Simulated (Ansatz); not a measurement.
## LiNbO3 (LiNbO3 type, space group R3c): frozen-phonon scan

LiNbO$_{3}$ (LiNbO3 type, space group R3c)

```
LiNbO3
1.0
    2.59493     1.49819     4.67214
   -2.59493     1.49819     4.67214
    0.00000    -2.99637     4.67214
Li Nb O
2 2 6
Cartesian
  0.00000   0.00000   9.84844
  0.00000   0.00000   2.84024
  0.00000   0.00000  13.78955
  0.00000   0.00000   6.78134
 -0.64255   1.45889   8.23818
  1.58471  -0.17298   8.23818
 -0.94216  -1.28591   8.23818
  1.01022   1.32520   5.90212
  0.64255  -1.53748   5.90212
 -1.65277   0.21228   5.90212
```

A phonon eigenvector at Γ is frozen into this cell: atom i moves by Q times the vector below, so Q is the largest atomic displacement, in Å. The cell is held. It is one choice among 2 degenerate patterns.

```json
[
 {"atom": "Li1", "x": "0.121", "y": "0.528", "z": "0.000"},
 {"atom": "Li2", "x": "0.121", "y": "-0.528", "z": "0.000"},
 {"atom": "Nb3", "x": "0.196", "y": "-0.304", "z": "0.000"},
 {"atom": "Nb4", "x": "0.196", "y": "0.304", "z": "0.000"},
 {"atom": "O5", "x": "-0.282", "y": "-0.563", "z": "0.699"},
 {"atom": "O6", "x": "-0.479", "y": "-0.501", "z": "-0.135"},
 {"atom": "O7", "x": "-0.434", "y": "-0.702", "z": "-0.565"},
 {"atom": "O8", "x": "-0.479", "y": "0.501", "z": "0.135"},
 {"atom": "O9", "x": "-0.282", "y": "0.563", "z": "-0.699"},
 {"atom": "O10", "x": "-0.434", "y": "0.702", "z": "0.565"}
]
```

All values below come from PBE (plane waves to 420 eV, PAW, scalar-relativistic; Ansatz, an electronic-structure program). k mesh 8×8×8 (Γ-centred), Fermi-Dirac smearing 0.05 eV. Energies are smeared free energies. LiNbO3 is run without spin polarisation. LiNbO3 was relaxed with its symmetry unable to fall. The PAW data are Ansatz's earlier set. The zero of ΔE is the undisplaced structure.

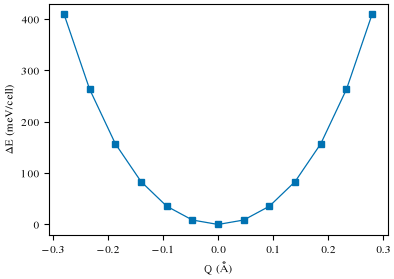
Figure. ΔE (meV/cell) against Q (Å); one marker a computed point.

The energy at Q = 0.280 Å is 410 meV/cell. Shape of the curve: a single well with its minimum at or next to zero displacement. Wavenumber by perturbation theory (DFPT, on another k mesh): 143 cm⁻¹. Space group of the distorted cell: P1 (No. 1), lowered from R3c. Symmetry of the curve: even: the same for both signs.

(A displaced cell: forces are minus the slopes of the energy, force constants its curvatures, and phonons follow from these.)
